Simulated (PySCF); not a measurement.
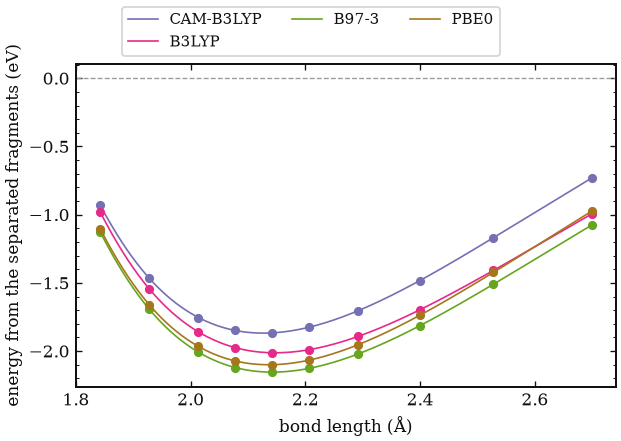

Bond curves of MgS, singlet, def2-TZVPP (non-relativistic), PySCF: energy from the separated fragments (atoms in their ground configurations, no counterpoise). One reference determinant with the occupation held, the lowest that a PBE0 search over spins and occupations found; no spin-orbit coupling. Splines pass through the computed points, which are marked. References: UKS for PBE0, B97-3, B3LYP and CAM-B3LYP. With PBE0, B97-3, B3LYP and CAM-B3LYP the solution stays closed-shell at all points drawn; such a solution can't reach the open-shell fragments at long range.

Where is the minimum of each curve?

CAM-B3LYP: near 2.13 Å, −1.87 eV; B3LYP: near 2.15 Å, −2.01 eV; B97-3: near 2.14 Å, −2.15 eV; PBE0: near 2.14 Å, −2.10 eV (from the spline).

Give the values at the computed points.

In eV:
```
bond length (Å)  CAM-B3LYP  B3LYP  B97-3   PBE0
           1.84      −0.93  −0.98  −1.13  −1.10
           1.93      −1.47  −1.54  −1.69  −1.66
           2.01      −1.75  −1.86  −2.01  −1.97
           2.08      −1.85  −1.97  −2.12  −2.07
           2.14      −1.87  −2.01  −2.15  −2.10
           2.21      −1.83  −1.99  −2.13  −2.07
           2.29      −1.70  −1.89  −2.02  −1.95
           2.40      −1.48  −1.70  −1.82  −1.74
           2.53      −1.17  −1.41  −1.51  −1.42
           2.70      −0.73  −1.00  −1.08  −0.97
```
